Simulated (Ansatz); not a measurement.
Br: space group Cmce (No. 64), a = 7.401 Å, b = 4.189 Å, c = 8.862 Å, α = 90.00°, β = 90.00°, γ = 90.00°. Source: coordinates from a relaxation at fixed volume with Ansatz, DFT r2SCAN, scalar-relativistic, plane waves, PAW. Forms under 0.4 % of the area are left out.

Which faces does the BFDH rule predict for this crystal?

Answer. The forms computed, by share of the surface:

| form | faces | d (Å) | share of area (%) |
| --- | --- | --- | --- |
| {111} | 8 | 3.372 | 46.6 |
| {002} | 2 | 4.431 | 30.8 |
| {200} | 2 | 3.700 | 22.5 |

Widths along a, b and c stand as 1.00 : 1.36 : 0.84.

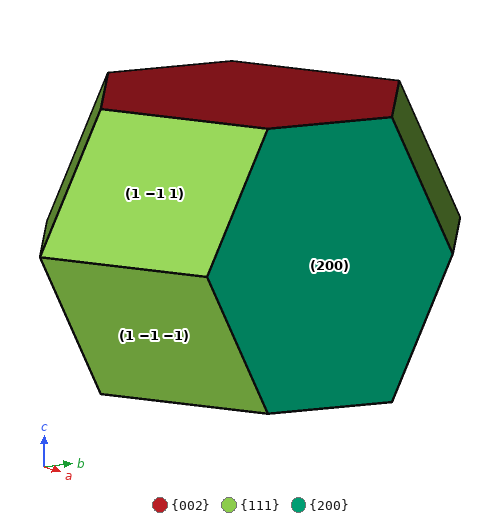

The computed shape, faces indexed. The rule is geometric and ignores bonding and growth conditions.
